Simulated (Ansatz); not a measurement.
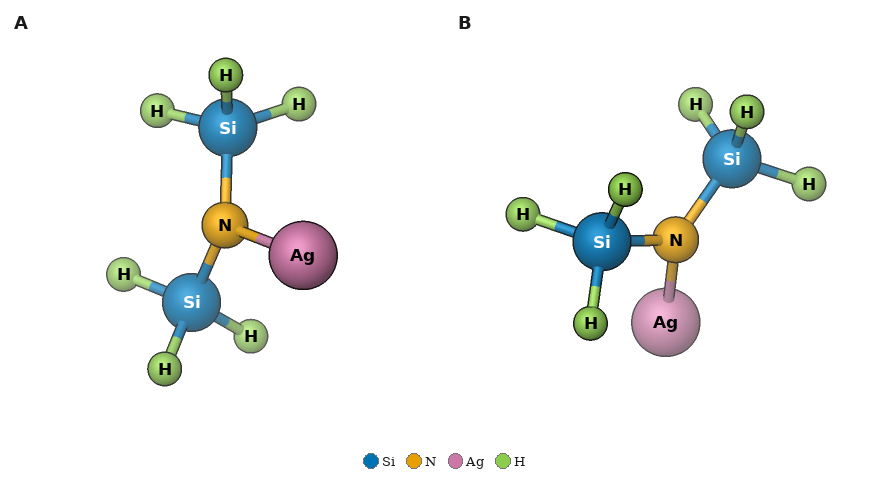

Atoms fade into the background with distance from the viewer. Charge 0, singlet. Computed geometry: PBE-D4/def2-SVP optimisation. No frequency run is at hand to confirm it as a minimum.

**Can A be turned into B by a rotation alone?**

Yes. They are the same structure, AgH6NSi2 ([SiH3][N]([SiH3])[Ag]), seen from two directions. With point group Cs it is achiral, so its mirror image would be the same too.
